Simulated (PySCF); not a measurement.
**Frequency calculation of GeFOH**

- system: GeFOH, multiplicity 3
- method: UKS-based PBE0, Ge def2-TZVP, F def2-TZVP, O def2-TZVP, H def2-TZVP; non-relativistic Hamiltonian; density fitting (PySCF 2.14.0)

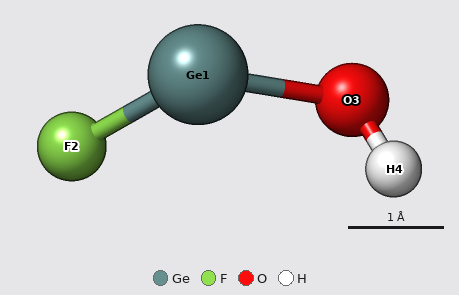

Figure 1. The structure (ball-and-stick view, seen at a tilt; atoms are numbered from 1 in the order of the input). Sticks mark near contacts.

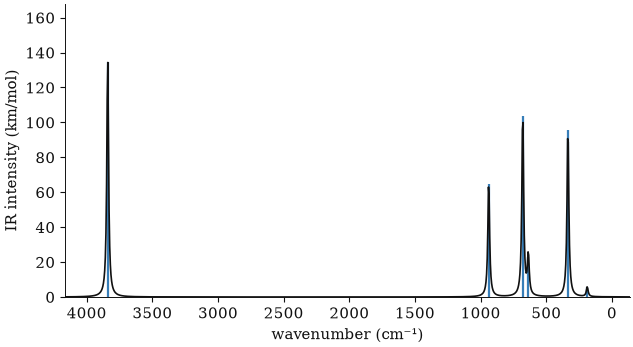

Figure 2. Harmonic infrared spectrum, unscaled: sticks (degenerate modes added up, dark ones marked on the axis) with a Lorentzian envelope of 16 cm⁻¹ full width, scaled to the tallest stick. 6 modes from 188 to 3840 cm⁻¹, none imaginary. The strongest line is at 3840 cm⁻¹ (134 km/mol). All modes, in cm⁻¹ (km/mol): 188 (5.5), 336 (96), 637 (23), 679 (104), 939 (65), 3840 (134).

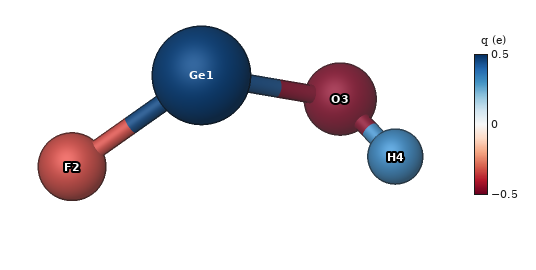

Figure 3. Mulliken charges, as the colour of each atom (ball-and-stick view, seen at a tilt; atoms are numbered from 1 in the order of the input; Mulliken charges depend strongly on the basis). By element: Ge +0.47, F −0.33, O −0.48 and H +0.34 e.

These pictures come from the run below.

### The input
```python
from pyscf import gto, scf, dft
mol = gto.M(atom='''
Ge    -0.089754     0.300255    -0.001438
F      0.259434    -0.656763     1.419134
O      0.022689    -0.567406    -1.564989
H      0.885396    -0.403600    -1.962683''',
    basis={'Ge': 'def2-TZVP', 'F': 'def2-TZVP', 'O': 'def2-TZVP', 'H': 'def2-TZVP'},
    charge=0, spin=2)
mf = dft.UKS(mol, xc='PBE0')
mf.grids.atom_grid = (75, 302)
aux = {'Ge': 'def2-universal-JKFIT', 'F': 'def2-universal-JKFIT', 'O': 'def2-universal-JKFIT', 'H': 'def2-universal-JKFIT'}
mf = mf.density_fit(auxbasis=aux)
mf.conv_tol = 1e-09
mf.diis_space = 10
mf.max_cycle = 60
mf.verbose = 4
mf.kernel()
```

The script is an equivalent of the set-up of the self-consistent field. The run itself was carried out by a driver, which started from the orbitals of the step before it where there was one and computed the further properties.

Launched with:
```bash
OMP_NUM_THREADS=4 python axn.py task.json out
```

### Log
```
init E= -2252.26606756009
  alpha nocc = 26  HOMO = -0.18671072598849  LUMO = 0.0188363968079003
  beta  nocc = 24  HOMO = -0.371669622093478  LUMO = -0.185983713741336
cycle= 1 E= -2252.26606756009  delta_E= 5.91e-12  |g|= 9.95e-07  |ddm|= 1.32e-06
  alpha nocc = 26  HOMO = -0.186710777628996  LUMO = 0.0188363352914526
  beta  nocc = 24  HOMO = -0.371669862884875  LUMO = -0.185983829818674
Extra cycle  E= -2252.26606756009  delta_E= -5e-12  |g|= 1.16e-06  |ddm|= 9.79e-07
converged SCF energy = -2252.26606756009  <S^2> = 2.0044257  2S+1 = 3.002949
```

### Results in brief

```tsv
quantity	value
outcome	converged
total energy	−2252.266068 hartree
⟨S²⟩	2.004
zero-point energy	0.015081 hartree
dipole moment	2.30 D
wavenumbers, lowest and highest	188 and 3840 cm⁻¹
hardware	4 threads of Arm Neoverse V2, 24 GiB of memory available, shared host
wall time	70 s (CPU time 3.7 min)
peak memory	1.3 GiB
```
